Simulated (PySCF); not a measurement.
Vertical excitations of a molecule C2H9ClSi3 from TDA-PBE/def2-SVPD (PySCF), as energy in eV (oscillator strength): 5.18 (0.042), 5.49 (0.006), 5.56 (0.018), 5.74 (0.024), 5.78 (0.074), 5.85 (0.056). Lowest triplet (TDA): 3.89 eV. Geometry: B3LYP-D3(BJ)/def2-SVP. One conformer was computed; it need not be the lowest.

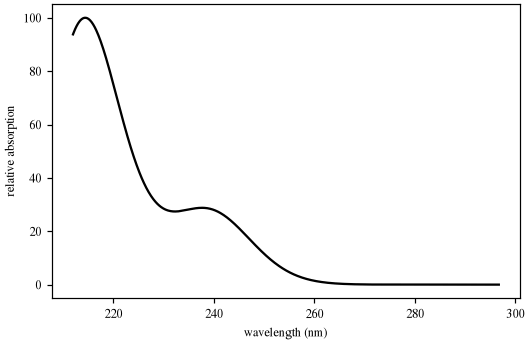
The lines broadened by 0.4 eV.

### Question
Which structure fits?
A) C[C@H]1[SiH2][Si@H](Cl)[SiH2]1
B) C=C(Cl)[SiH2][SiH2][SiH3]
C) [SiH3][SiH2][SiH2]/C=C\Cl
D) C[Si@]1(Cl)C[SiH2][SiH2]1

### Answer
B, C=C(Cl)[SiH2][SiH2][SiH3]
